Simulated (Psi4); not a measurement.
**N2H (dinitrogen monohydride) at U-r2SCAN-3c/def2-mTZVPP**

Aim: a geometry optimisation of N2H (dinitrogen monohydride). 

Program for the calculation: Psi4 1.11.

### Step 1. The molecule

N2H has 3 atoms, charge 0, and is taken as a doublet. SMILES: `[N]=N`. The coordinates come from a GFN2-xTB relaxation. The run starts from this shape.

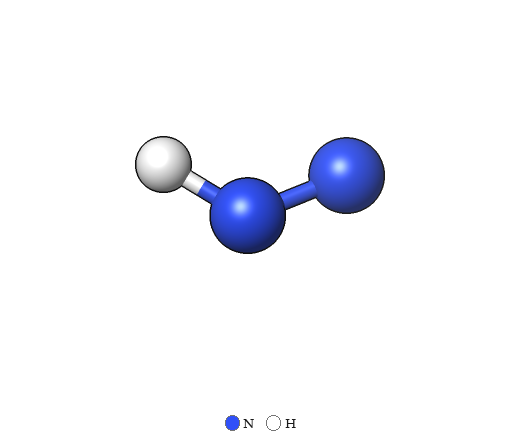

Viewed from a chosen angle; nitrogen blue, hydrogen white.

### Step 2. A structure relaxation at U-r2SCAN-3c/def2-mTZVPP

File hn2.inp:

```
memory 1600 mb

molecule {
  0 2
  N      1.35155102    -1.21025620     0.61457673
  N     -0.45950580    -0.35031743    -0.28863677
  H     -0.89202632     1.56057363    -0.32593996
  units bohr
}

set globals {
  reference uks
  scf_type direct
  geom_maxiter 60
  g_convergence gau_loose
}

E, wfn = optimize('r2scan-3c', return_wfn=True)
```

Command:

```bash
$ psi4 -n 1 hn2.inp hn2.out
```

hn2.out:

```text
[...]
  Running in cs symmetry.
[...]
  Nuclear repulsion =   27.754370123458202
[...]
  Multiplicity = 2
[...]
  Nalpha       = 8
  Nbeta        = 7
[...]
    Number of basis functions: 53
[...]
   @DF-UKS iter   1:  -109.90400970299416   -2.69428e-01   1.17902e-02 DIIS/ADIIS
[...]
   @UKS iter  18:  -110.01024665264349   -8.52651e-14   3.69968e-09 DIIS
[...]
   @S^2 Observed:                7.561817797E-01
[...]
    Orbital Energies [Eh]
    ---------------------
    Alpha Occupied:
       1Ap   -14.247719     2Ap   -14.236830     3Ap    -1.046086
       4Ap    -0.645423     5Ap    -0.459403     1App   -0.407521
       6Ap    -0.393108     7Ap    -0.187344
    Alpha Virtual:
       2App   -0.086971     8Ap     0.073707     9Ap     0.223170
      10Ap     0.258202     3App    0.298712    11Ap     0.338492
      12Ap     0.347625     4App    0.381254    13Ap     0.398208
       5App    0.426944    14Ap     0.461484    15Ap     0.521646
      16Ap     0.586646    17Ap     0.611353     6App    0.611688
       7App    0.631464    18Ap     0.648337    19Ap     0.887500
[...]
  @UKS Final Energy:  -110.01024665264349
   => Energetics <=
    Nuclear Repulsion Energy =             27.5968237279121276
    One-Electron Energy =                -203.1840693407144727
    Two-Electron Energy =                  79.5996724079367368
    DFT Exchange-Correlation Energy =     -14.0263014331207607
    Empirical Dispersion Energy =           0.0036279853428886
    VV10 Nonlocal Energy =                  0.0000000000000000
    Total Energy =                       -110.0102466526434881
[...]
 Multipole Moments:
 ------------------------------------------------------------------------------------
     Multipole            Electronic (a.u.)      Nuclear  (a.u.)        Total (a.u.)
 ------------------------------------------------------------------------------------
 L = 1.  Multiply by 2.5417464519 to convert [e a0] to [Debye]
 Dipole X            :          0.3168482           -0.6301784           -0.3133302
 Dipole Y            :         -0.4580313            1.1294852            0.6714539
 Dipole Z            :          0.0000000            0.0000000            0.0000000
 Magnitude           :                                                    0.7409630
[...]
  -Total Gradient:
     Atom            X                  Y                   Z
    ------   -----------------  -----------------  -----------------
       1       -0.000261157791     0.000156635814     0.000000000000
       2        0.000050332613     0.000414314561     0.000000000000
       3        0.000172143054    -0.000431366225     0.000000000000
[...]
    Final optimized geometry and variables:
    Molecular point group: cs
    Full point group: Cs
    Geometry (in Bohr), charge = 0, multiplicity = 2:
    N            1.087249105336    -0.451556668319     0.000000000000
    N           -0.995844064258     0.287729021346     0.000000000000
    H           -1.270013656798     2.276278710263     0.000000000000
    Psi4 run time: 0:00:20.04
[...]
```

On the terminal:

```text
Optimizer: Optimization complete!
```

Wall time 21 s (1 thread of Intel Xeon 6975P-C (Granite Rapids), shared host); peak memory 0.47 GiB.

The path in brief:

```
step  energy from the first frame kept (eV)  largest force (eV/Å)
   0                                 0.0000                1.3312
   1                                -0.0407                0.3833
   2                                -0.0426                0.0239
```

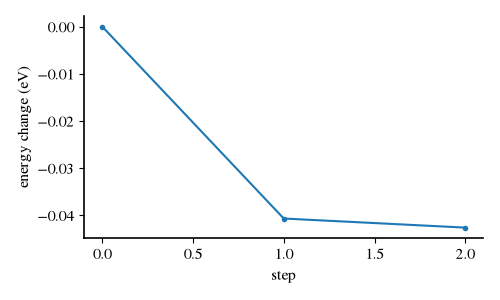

Energy along the run.

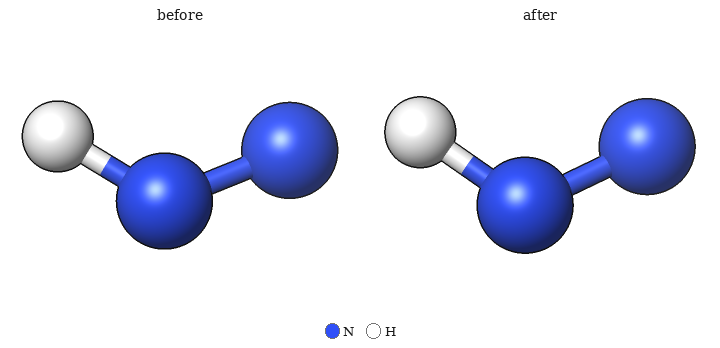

Before and after, at one scale.

After the run. Bond lengths: N1–N2 1.170 Å, N2–H3 1.062 Å. Angles: N1–N2–H3 117.4°.

### Step 3. Summary of results

Level: U-r2SCAN-3c/def2-mTZVPP.

| quantity | value |
| --- | --- |
| total energy at the end | -110.01025 Eh |
| dipole moment | 1.88 D |
| HOMO energy (highest over α and β) | -5.10 eV |
| LUMO energy (lowest over α and β) | -2.43 eV |
| ⟨S²⟩ | 0.756 |

In words: At the final geometry: Bond lengths: N1–N2 1.170 Å, N2–H3 1.062 Å. Angles: N1–N2–H3 117.4°. The optimisation took 3 steps and changed the energy by -0.043 eV.
